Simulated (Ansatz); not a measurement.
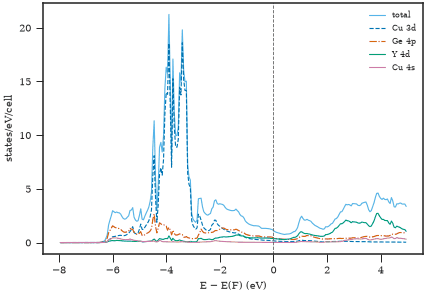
Fig. 1. Total and projected density of states of YCu2Ge2 in space group I4/mmm (No. 139; Y on 2a, Cu on 4d, Ge on 4e), r²SCAN in the plane-wave PAW code Ansatz

Problem. Which orbitals carry the states next to the Fermi level?

Solution. Within 0.5 eV of the Fermi level: Ge 4p 40 %, Y 4d 34 %, Cu 3d 15 %, outside the projected shells 6 %. Projections are on Löwdin-orthogonalised atomic valence shells; empty p or d shells of many metals are not among them.

Problem. Where is the tallest occupied peak in this window, and what makes it?

Solution. Near -3.9 eV, about 21 states/eV per cell; the largest projected share is Cu 3d.

The workflow started from a Materials Project entry (that database holds measured and hypothetical structures alike); the Crystallography Open Database copy checked does not list it. Whether it is the stable phase at ambient conditions was not checked. The cell was relaxed with r²SCAN under the symmetry of its start; its stability against distortions is not shown here. No spin polarisation was allowed. Spin–orbit coupling is left out wherever it is not named.

Potentials: the later of the program's two PAW sets.
